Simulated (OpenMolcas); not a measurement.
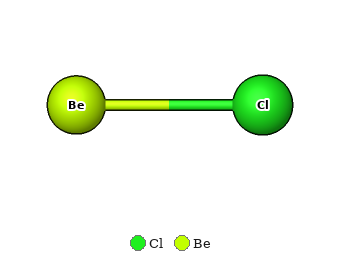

*The molecule at the reference distance of 1.962 Å.*

Relativistic diatomic calculation: ClBe⁻ (part 1 of 2)

- system: ClBe⁻.
- method: SA-CASSCF(8,7)/XMS-CASPT2 + RASSI spin-orbit (X2C scalar, AMFI), ANO-RCC-VTZP (OpenMolcas)

### The input
```
&GATEWAY
Coord
2
angstrom
Cl 0.0 0.0 0.0
Be 0.0 0.0 1.9620
Basis=ANO-RCC-VTZP
Group=XY
RX2C
AMFI
ANGMom
0.0 0.0 0.0
RICD
&SEWARD
&GUESSORB
&RASSCF
FileOrb=$CurrDir/o11.orb
Symmetry=1
Spin=1
nActEl=8 0 0
Inactive=5 2
RAS2=3 4
CIRoot=4 4 1
Linear
Iterations=120 100
OrbListing=Nothing
PRWF=0.15
>>COPY $Project.RasOrb $CurrDir/o11.orb
>>COPY $Project.rasscf.h5 $CurrDir/r11.h5
&CASPT2
XMultistate=all
Imaginary=0.2
IPEA=0.25
MaxIter=40
>>COPY $Project.JobMix JOB001
&RASSCF
CIOnly
FileOrb=$CurrDir/ref.orb
Symmetry=2
Spin=3
nActEl=8 0 0
Inactive=5 2
RAS2=3 4
CIRoot=2 2 1
Linear
Iterations=120 100
OrbListing=Nothing
PRWF=0.15
>>COPY $Project.RasOrb $CurrDir/o32.orb
>>COPY $Project.rasscf.h5 $CurrDir/r32.h5
&CASPT2
XMultistate=all
Imaginary=0.2
IPEA=0.25
MaxIter=40
>>COPY $Project.JobMix JOB002
&RASSCF
CIOnly
FileOrb=$CurrDir/ref.orb
Symmetry=2
Spin=1
nActEl=8 0 0
Inactive=5 2
RAS2=3 4
CIRoot=2 2 1
Linear
Iterations=120 100
OrbListing=Nothing
PRWF=0.15
>>COPY $Project.RasOrb $CurrDir/o12.orb
>>COPY $Project.rasscf.h5 $CurrDir/r12.h5
&CASPT2
XMultistate=all
Imaginary=0.2
IPEA=0.25
MaxIter=40
>>COPY $Project.JobMix JOB003
&RASSCF
FileOrb=$CurrDir/o31.orb
Symmetry=1
Spin=3
nActEl=8 0 0
Inactive=5 2
RAS2=3 4
CIRoot=2 2 1
Linear
Iterations=120 100
OrbListing=Nothing
PRWF=0.15
>>COPY $Project.RasOrb $CurrDir/o31.orb
>>COPY $Project.rasscf.h5 $CurrDir/r31.h5
&CASPT2
XMultistate=all
Imaginary=0.2
IPEA=0.25
MaxIter=40
>>COPY $Project.JobMix JOB004
&RASSI
Nr of JobIphs=4 4 2 2 2
1 2 3 4
1 2
1 2
1 2
SpinOrbit
EJob
Omega
MEES
MESO
Properties=4
'AngMom' 3 'Mltpl  1' 1 'Mltpl  1' 2 'Mltpl  1' 3
Thrs=1.0d-4
>>COPY $Project.rassi.h5 $CurrDir/so.h5
```

The first orbital files come from an earlier step.

Hardware: 1 thread of Arm Neoverse V2, 24 GiB of memory available, shared host.

Command:
```bash
pymolcas m.inp (one call a module block, same work directory)
```

### The program's output (extracts)
```
++    Wave function specifications:
      Number of closed shell electrons          14
      Number of electrons in active shells       8
      Number of inactive orbitals                7
      Number of active orbitals                  7
      Number of secondary orbitals              50
      Spin quantum number                      0.0
      State symmetry                             1
++    Orbital specifications:
      Symmetry species                           1   2
                                                 a   b
      Frozen orbitals                            0   0
      Inactive orbitals                          5   2
      Active orbitals                            3   4
      RAS2 orbitals                              3   4
      Secondary orbitals                        26  24
      Number of basis functions                 34  30
      printout of CI-coefficients larger than  0.15 for root  1
      energy=    -475.621445
      conf/sym  111 2222     Coeff  Weight
            11  220 2200  -0.94724 0.89727
           196  020 2220   0.20060 0.04024
           200  020 2202   0.20060 0.04024
      printout of CI-coefficients larger than  0.15 for root  2
      energy=    -475.445466
      conf/sym  111 2222     Coeff  Weight
            11  220 2200  -0.15427 0.02380
            51  u2d 2200  -0.97149 0.94379
      printout of CI-coefficients larger than  0.15 for root  3
      energy=    -475.402739
      conf/sym  111 2222     Coeff  Weight
           197  020 22ud   0.98851 0.97716
      printout of CI-coefficients larger than  0.15 for root  4
      energy=    -475.402739
      conf/sym  111 2222     Coeff  Weight
           196  020 2220   0.69898 0.48858
           200  020 2202  -0.69898 0.48858
      Natural orbitals and occupation numbers for root  1
      sym 1:   1.829257   1.999571   0.002831
      sym 2:   1.998607   1.998607   0.085563   0.085563
      Natural orbitals and occupation numbers for root  2
      sym 1:   1.153248   1.996013   0.814139
      sym 2:   1.993531   1.993531   0.024769   0.024769
      Natural orbitals and occupation numbers for root  3
      sym 1:   0.022162   1.997235   0.000624
      sym 2:   1.993868   1.993868   0.996122   0.996122
      Natural orbitals and occupation numbers for root  4
      sym 1:   0.022162   1.997235   0.000624
      sym 2:   1.993868   1.993868   0.996122   0.996122
      RASSCF energy for state  4                   -475.40273874
::    RASSCF root number  1 Total energy:   -475.62144473
::    RASSCF root number  2 Total energy:   -475.44546621
::    RASSCF root number  3 Total energy:   -475.40273874
::    RASSCF root number  4 Total energy:   -475.40273874
      Von Neumann Entropy (Root   1) =  0.52251
++    Wave function specifications:
      Number of closed shell electrons           2
      Number of electrons in active shells       8
      Number of inactive orbitals                1
      Number of active orbitals                  7
      Number of secondary orbitals              50
      Spin quantum number                      0.0
      State symmetry                             1
      Number of CSFs                           254
      Number of CASSCF root(s) available         4
      CASPT2 state passed to geometry opt.       4
      A file JOBMIX will be created
      This is a MULTI-STATE CASSCF reference
      Number of CI roots used                    4
      These are:                                 1   2   3   4
      Off-diagonal elements of Heff are computed
  FINAL CASPT2 RESULT:
      Reference energy:        -475.6214447253
      E2 (Non-variational):      -0.2286737635
      Shift correction:          -0.0029384821
      E2 (Variational):          -0.2316122456
      Total energy:            -475.8530569709
      Reference weight:           0.90558
  FINAL CASPT2 RESULT:
      Reference energy:        -475.4454662136
      E2 (Non-variational):      -0.2351850618
      Shift correction:          -0.0036662371
      E2 (Variational):          -0.2388512989
      Total energy:            -475.6843175126
      Reference weight:           0.89752
  FINAL CASPT2 RESULT:
      Reference energy:        -475.4027387411
      E2 (Non-variational):      -0.2397496523
      Shift correction:          -0.0049039577
      E2 (Variational):          -0.2446536100
      Total energy:            -475.6473923511
      Reference weight:           0.88983
  FINAL CASPT2 RESULT:
      Reference energy:        -475.4027387411
      E2 (Non-variational):      -0.2400649245
      Shift correction:          -0.0049455400
      E2 (Variational):          -0.2450104645
      Total energy:            -475.6477492056
      Reference weight:           0.88935
       Total XMS-CASPT2 energies:
::    XMS-CASPT2 Root  1     Total energy:   -475.85369577
::    XMS-CASPT2 Root  2     Total energy:   -475.68367871
::    XMS-CASPT2 Root  3     Total energy:   -475.64775270
::    XMS-CASPT2 Root  4     Total energy:   -475.64738885
++    Wave function specifications:
      Number of closed shell electrons          14
      Number of electrons in active shells       8
      Number of inactive orbitals                7
      Number of active orbitals                  7
      Number of secondary orbitals              50
      Spin quantum number                      1.0
      State symmetry                             2
      printout of CI-coefficients larger than  0.15 for root  1
      energy=    -475.570730
      conf/sym  111 2222     Coeff  Weight
            84  u20 220u  -0.99525 0.99053
      printout of CI-coefficients larger than  0.15 for root  2
      energy=    -475.570730
      conf/sym  111 2222     Coeff  Weight
            82  u20 22u0  -0.99525 0.99053
      Natural orbitals and occupation numbers for root  1
      sym 1:   0.999250   1.998220   0.001385
      sym 2:   1.997489   1.999450   0.003964   1.000241
      Natural orbitals and occupation numbers for root  2
      sym 1:   0.999250   1.998220   0.001385
      sym 2:   1.999450   1.997489   1.000241   0.003964
      RASSCF energy for state  2                   -475.57073042
::    RASSCF root number  1 Total energy:   -475.57073042
::    RASSCF root number  2 Total energy:   -475.57073042
      Von Neumann Entropy (Root   1) =  1.02867
++    Wave function specifications:
      Number of closed shell electrons           2
      Number of electrons in active shells       8
      Number of inactive orbitals                1
      Number of active orbitals                  7
      Number of secondary orbitals              50
      Spin quantum number                      1.0
      State symmetry                             2
      Number of CSFs                           300
      Number of CASSCF root(s) available         2
      CASPT2 state passed to geometry opt.       2
      A file JOBMIX will be created
      This is a MULTI-STATE CASSCF reference
      Number of CI roots used                    2
      These are:                                 1   2
      Off-diagonal elements of Heff are computed
  FINAL CASPT2 RESULT:
      Reference energy:        -475.5707310601
      E2 (Non-variational):      -0.2171547070
      Shift correction:          -0.0018284121
      E2 (Variational):          -0.2189831192
      Total energy:            -475.7897141793
      Reference weight:           0.91867
  FINAL CASPT2 RESULT:
      Reference energy:        -475.5707310601
      E2 (Non-variational):      -0.2171547072
      Shift correction:          -0.0018284121
      E2 (Variational):          -0.2189831193
      Total energy:            -475.7897141794
      Reference weight:           0.91867
       Total XMS-CASPT2 energies:
::    XMS-CASPT2 Root  1     Total energy:   -475.78971418
::    XMS-CASPT2 Root  2     Total energy:   -475.78971418
++    Wave function specifications:
      Number of closed shell electrons          14
      Number of electrons in active shells       8
      Number of inactive orbitals                7
      Number of active orbitals                  7
      Number of secondary orbitals              50
      Spin quantum number                      0.0
      State symmetry                             2
      printout of CI-coefficients larger than  0.15 for root  1
      energy=    -475.469911
      conf/sym  111 2222     Coeff  Weight
            84  u20 220d  -0.98768 0.97552
      printout of CI-coefficients larger than  0.15 for root  2
      energy=    -475.469911
      conf/sym  111 2222     Coeff  Weight
            81  u20 22d0   0.98768 0.97552
      Natural orbitals and occupation numbers for root  1
      sym 1:   0.999925   1.994624   0.005792
      sym 2:   1.997848   1.996390   0.006238   0.999184
      Natural orbitals and occupation numbers for root  2
      sym 1:   0.999925   1.994624   0.005792
      sym 2:   1.996390   1.997848   0.999184   0.006238
      RASSCF energy for state  2                   -475.46991126
::    RASSCF root number  1 Total energy:   -475.46991126
::    RASSCF root number  2 Total energy:   -475.46991126
      Von Neumann Entropy (Root   1) =  1.05861
++    Wave function specifications:
      Number of closed shell electrons           2
      Number of electrons in active shells       8
      Number of inactive orbitals                1
      Number of active orbitals                  7
      Number of secondary orbitals              50
      Spin quantum number                      0.0
      State symmetry                             2
      Number of CSFs                           236
      Number of CASSCF root(s) available         2
      CASPT2 state passed to geometry opt.       2
      A file JOBMIX will be created
      This is a MULTI-STATE CASSCF reference
      Number of CI roots used                    2
      These are:                                 1   2
      Off-diagonal elements of Heff are computed
  FINAL CASPT2 RESULT:
      Reference energy:        -475.4699119854
      E2 (Non-variational):      -0.2479672288
      Shift correction:          -0.0049629883
      E2 (Variational):          -0.2529302171
      Total energy:            -475.7228422025
      Reference weight:           0.88468
  FINAL CASPT2 RESULT:
      Reference energy:        -475.4699119844
      E2 (Non-variational):      -0.2479672298
      Shift correction:          -0.0049629884
      E2 (Variational):          -0.2529302182
      Total energy:            -475.7228422025
      Reference weight:           0.88468
       Total XMS-CASPT2 energies:
::    XMS-CASPT2 Root  1     Total energy:   -475.72284220
::    XMS-CASPT2 Root  2     Total energy:   -475.72284220
++    Wave function specifications:
      Number of closed shell electrons          14
      Number of electrons in active shells       8
      Number of inactive orbitals                7
      Number of active orbitals                  7
      Number of secondary orbitals              50
      Spin quantum number                      1.0
      State symmetry                             1
      printout of CI-coefficients larger than  0.15 for root  1
      energy=    -475.481728
      conf/sym  111 2222     Coeff  Weight
            34  u2u 2200   0.99391 0.98786
      printout of CI-coefficients larger than  0.15 for root  2
      energy=    -475.435162
      conf/sym  111 2222     Coeff  Weight
           157  020 22uu  -0.98630 0.97278
      Natural orbitals and occupation numbers for root  1
      sym 1:   0.998737   1.995049   1.000048
      sym 2:   1.995121   1.995121   0.007962   0.007962
      Natural orbitals and occupation numbers for root  2
      sym 1:   0.031319   1.978531   0.001122
      sym 2:   1.996321   1.996321   0.998193   0.998193
      RASSCF energy for state  2                   -475.43516244
::    RASSCF root number  1 Total energy:   -475.48172834
::    RASSCF root number  2 Total energy:   -475.43516244
      Von Neumann Entropy (Root   1) =  1.07434
++    Wave function specifications:
      Number of closed shell electrons           2
      Number of electrons in active shells       8
      Number of inactive orbitals                1
      Number of active orbitals                  7
      Number of secondary orbitals              50
      Spin quantum number                      1.0
      State symmetry                             1
      Number of CSFs                           288
      Number of CASSCF root(s) available         2
      CASPT2 state passed to geometry opt.       2
      A file JOBMIX will be created
      This is a MULTI-STATE CASSCF reference
      Number of CI roots used                    2
      These are:                                 1   2
      Off-diagonal elements of Heff are computed
  FINAL CASPT2 RESULT:
      Reference energy:        -475.4817283398
      E2 (Non-variational):      -0.2256432068
      Shift correction:          -0.0021809670
      E2 (Variational):          -0.2278241737
      Total energy:            -475.7095525135
      Reference weight:           0.91143
  FINAL CASPT2 RESULT:
      Reference energy:        -475.4351624362
      E2 (Non-variational):      -0.2221890673
      Shift correction:          -0.0020422407
      E2 (Variational):          -0.2242313080
      Total energy:            -475.6593937442
      Reference weight:           0.91419
       Total XMS-CASPT2 energies:
::    XMS-CASPT2 Root  1     Total energy:   -475.70955251
::    XMS-CASPT2 Root  2     Total energy:   -475.65939374
  SPIN-FREE ENERGIES:
  (Shifted by EMIN (a.u.) =       -475.8536957725)
 SF State       Relative EMIN(au)   Rel lowest level(eV)    D:o, cm**(-1)      Abs_M
     1             0.0000000000        0.0000000000              0.0000         0.0
     5             0.0639815931        1.7410278433          14042.3366         1.0
     6             0.0639815931        1.7410278433          14042.3366         1.0
     7             0.1308535700        3.5607070336          28719.0390         1.0
     8             0.1308535700        3.5607070336          28719.0390         1.0
     9             0.1441432590        3.9223378960          31635.7886         0.0
     2             0.1700170615        4.6263999301          37314.4319         0.0
    10             0.1943020283        5.2872275407          42644.3660         0.0
     3             0.2059430677        5.6039963586          45199.2789         2.0
     4             0.2063069207        5.6138973040          45279.1354         2.0
```

(Continued in part 2.) Outcome of the run: converged; components of a degenerate state are split by 80 cm⁻¹; whether the anion is bound against detachment isn't tested.
